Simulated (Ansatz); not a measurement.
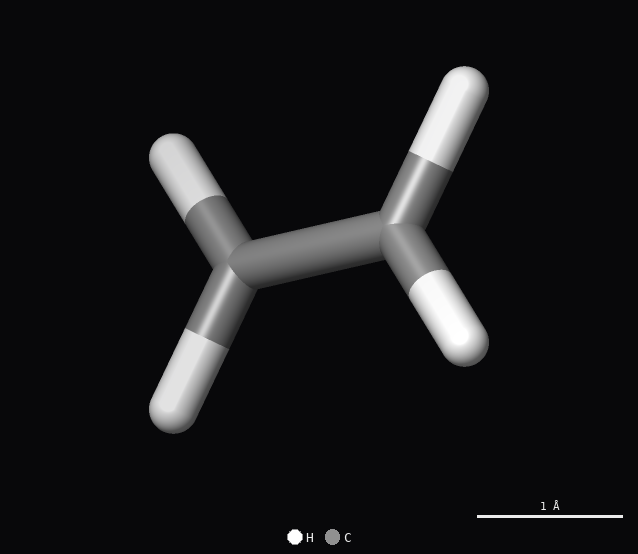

Rendered structure (stick style). Every bond is drawn as one stick, whatever its order.

Computed geometry: PBE0-D4/def2-TZVP optimisation.

Which formula does it have?

Answer. C₂H₄, 6 atoms: 2 carbon and 4 hydrogen.

How many atoms are distinct by symmetry?

Answer. 2: 4 H, 2 C.

Which point group does it belong to?

Answer. D2h.

The parts below concern this one geometry. Atoms keep their numbers from picture to picture.

## Shape

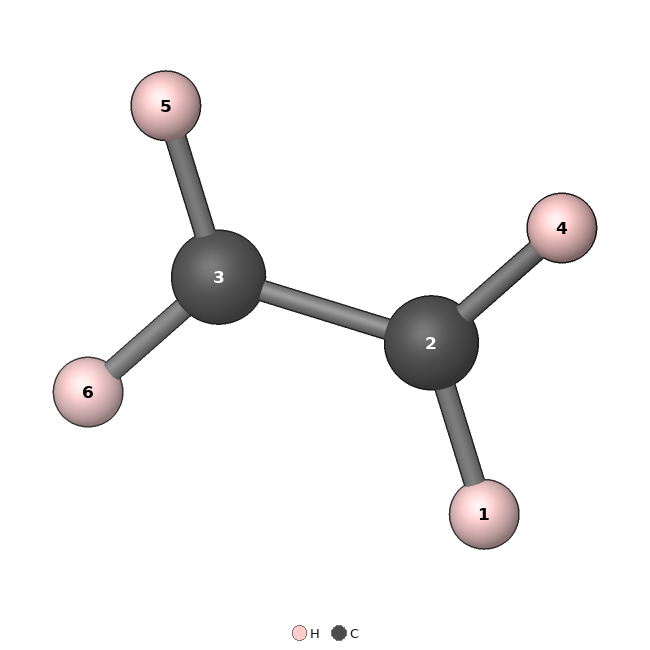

Numbered structure.

Which atoms are bonded, and how long are the bonds?

| bond | length (Å) |
| --- | --- |
| H1–C2 | 1.085 |
| C2–C3 | 1.323 |
| C2–H4 | 1.085 |
| C3–H5 | 1.085 |
| C3–H6 | 1.085 |

## Electronic properties

Method: RKS PBE0-D4/def2-TZVPP (Ansatz 0.2.0).

What does the calculation give?

- HOMO energy (Kohn–Sham orbital): −7.91 eV
- LUMO energy (Kohn–Sham orbital): 0.13 eV
- HOMO–LUMO gap: 8.04 eV

## Charges

The questions are on Mulliken charges. Level of theory: RKS PBE0-D4/def2-TZVP (Ansatz 0.2.0).

Give the Mulliken charges atom by atom.

```csv
atom,value (e)
H1,0.13
C2,−0.25
C3,−0.25
H4,0.13
H5,0.13
H6,0.13
```

## Thermal motion

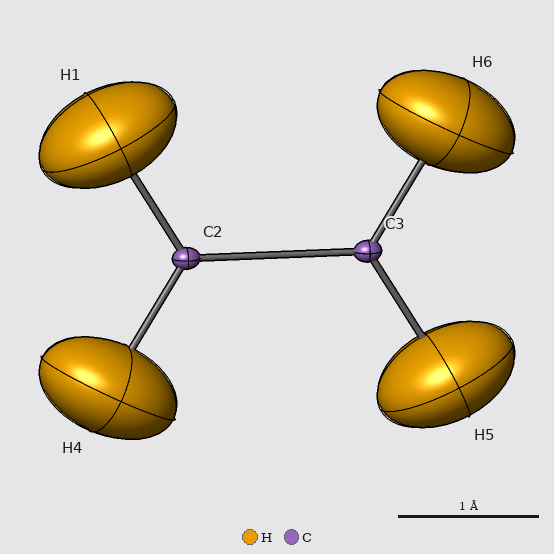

Displacement ellipsoids at the 50 % level, enlarged 3 times, from the internal vibrations of the free molecule (harmonic, no overall translation or rotation; no half-axis is drawn under 0.075 Å). Vibrations computed with RKS PBE0-D4/def2-TZVP (Ansatz 0.2.0). Temperature: 400 K.

Which atom has the largest mean-square displacement?

Answer. H1, H4, H5, H6, with U_eq = 0.0096 Å².

Does H4 move more along its bond or across it?

Answer. Across it: the root-mean-square amplitude is 0.072 Å along the bond and up to 0.114 Å across, since bending and torsion are softer than stretching.

Give the displacement parameters, one line for each set of equivalent atoms.

```csv
atom,U_eq (Å²),rms amplitudes (Å)
"H1, H4, H5, H6",0.0096,"0.071, 0.104, 0.114"
"C2, C3",0.00039,"0.017, 0.020, 0.022"
```

Mulliken values depend strongly on the basis set and can even reverse the polarity of a bond.
